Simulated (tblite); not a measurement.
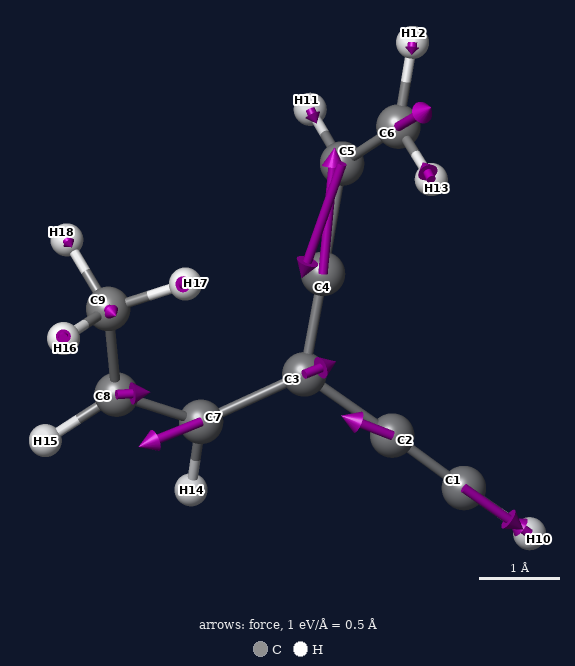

Starting geometry of C₉H₉ (multiplicity 2) with the computed forces as purple arrows. Style: ball-and-stick. Shown from a free direction.

The calculation used GFN2-xTB geometry optimisation, gas phase in tblite 0.8.0. 

Is this structure relaxed? If not, where do the atoms go?

Answer. It isn't relaxed: the largest force vector, on C5, is 3.33 eV/Å. The final displacements have little in common with the starting forces (cosine between the two patterns 0.08). The atom that moves furthest after the best rigid fit is H18 (0.56 Å). Largest moves by element: H 0.56 Å, C 0.31 Å. Some distances before and after: C4–C5 1.426 → 1.347 Å, C5–C6 1.333 → 1.373 Å, C3–C7 1.438 → 1.463 Å, C6–H13 1.097 → 1.076 Å. Bond angles that change, for instance: C3–C4–C5 179.2° → 170.9°, C2–C3–C7 119.3° → 115.5°, C8–C7–H14 116.3° → 120.0°. After 122 geometry steps the energy has fallen by 8.01 kcal/mol.
